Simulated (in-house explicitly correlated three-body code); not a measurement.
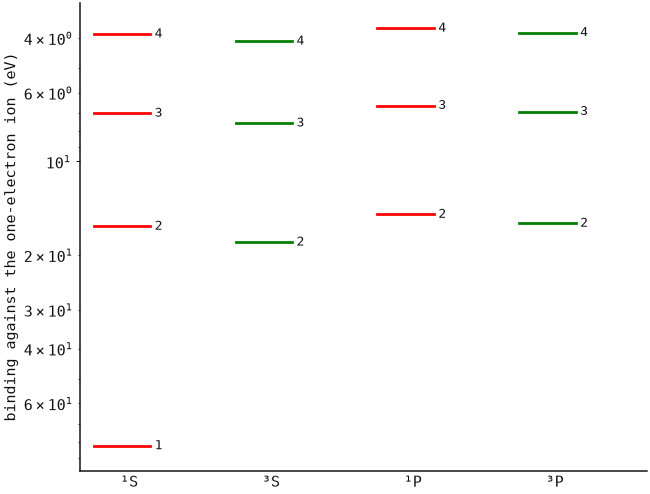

Two electrons around a point charge Z = 3.1. Computed variationally in 260 exponentially correlated functions with an in-house code, non-relativistic, converged to about 10⁻⁷ hartree. The plot shows the bound S and P states that converged, by term and principal number n, on a logarithmic scale of binding.

> Describe the level scheme.

The ground state is bound by 82.2 eV. The n = 2 states drawn run, from the deepest, 2 ³S (18.2 eV), 2 ¹S (16.2 eV), 2 ³P (15.8 eV), 2 ¹P (14.8 eV). Exchange puts 2 ³S below 2 ¹S by 2.01 eV and 2 ³P below 2 ¹P by 1.01 eV. Quantum defects n − (Z − 1)/√(2 E(binding)): 2 ³S 0.183, 2 ¹S 0.073, 2 ³P 0.052, 2 ¹P −0.013.
